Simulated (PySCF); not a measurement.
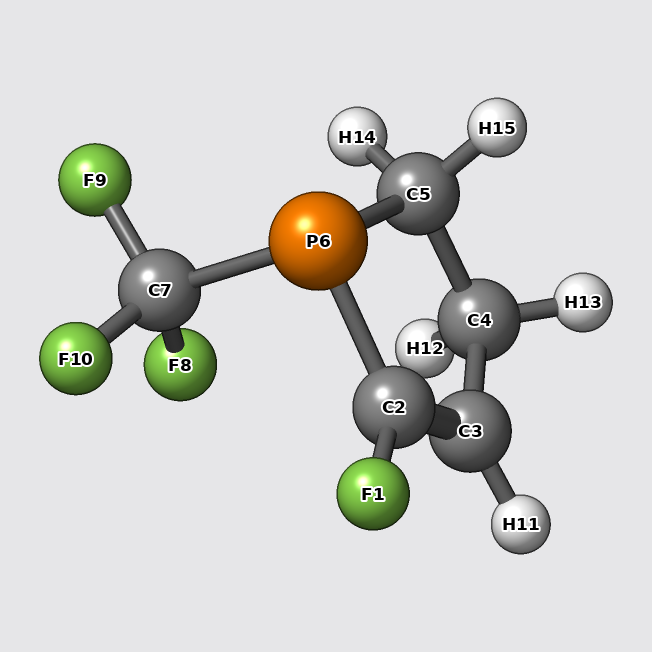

The thickness of each stick grows with its Mayer bond order. The geometry was computed by an optimisation with GFN2-xTB. No frequency run is at hand to confirm it as a minimum. Computed with PBE0/pcSseg-1 (PySCF 2.14.0).

### Which bond between heavy atoms has the highest Mayer bond order?

C2–C3, 1.79, at a length of 1.326 Å.

List the Mayer bond orders of F1–C2, C2–C3, C2–P6, C3–C4, C4–C5, C5–P6, P6–C7, C7–F8, C7–F9, C7–F10 (bonds between heavy atoms, one of each equivalent set).

| bond | Mayer order | length (Å) |
| --- | --- | --- |
| F1–C2 | 0.93 | 1.338 |
| C2–C3 | 1.79 | 1.326 |
| C2–P6 | 0.94 | 1.832 |
| C3–C4 | 1.04 | 1.492 |
| C4–C5 | 0.99 | 1.541 |
| C5–P6 | 0.98 | 1.861 |
| P6–C7 | 0.87 | 1.909 |
| C7–F8 | 0.96 | 1.344 |
| C7–F9 | 0.97 | 1.343 |
| C7–F10 | 1.00 | 1.335 |

The geometry is semi-empirical. Around P such bond lengths and angles can be off by a tenth of an ångström or more and by several degrees, and values that hang on the shape move with them.
